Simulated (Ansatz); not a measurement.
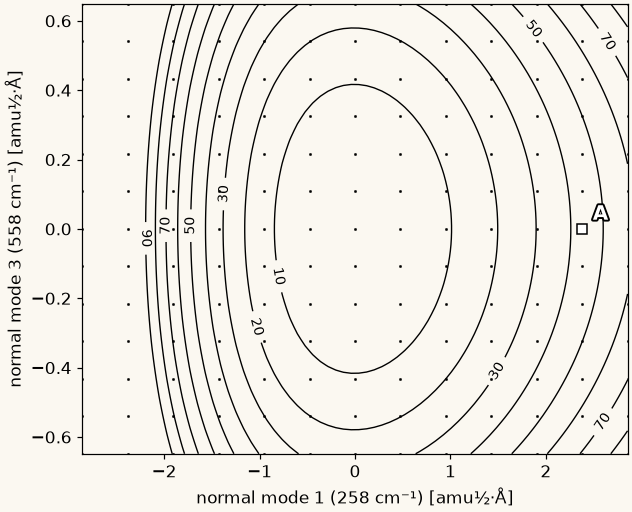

BrH₂In, SMILES [Br][InH2]. The first coordinate is: normal mode 1 (258 cm⁻¹); the second: normal mode 3 (558 cm⁻¹). Nothing is relaxed (straight displacements along the two mass-weighted modes). The scan uses a 13 × 13 grid; 91 points were computed and 78 follow by symmetry. Points are written as (first, second). All energies are given in kJ/mol relative to the relaxed molecule at the same level. Theory: RHF-MP2, frozen core/def2-TZVP (Ansatz).

The picture shows contour lines labelled in kJ/mol (none above 90), dots at the grid points, the point A. Between grid points the surface is interpolated.

### Which way does the force act at A, and how strong is it?

A, at (2.38 amu½·Å, 0.000 amu½·Å), is not a stationary point. The computed force is 29 kJ/mol for each amu½·Å towards smaller values of normal mode 1 (258 cm⁻¹) and nearly zero along normal mode 3 (558 cm⁻¹).
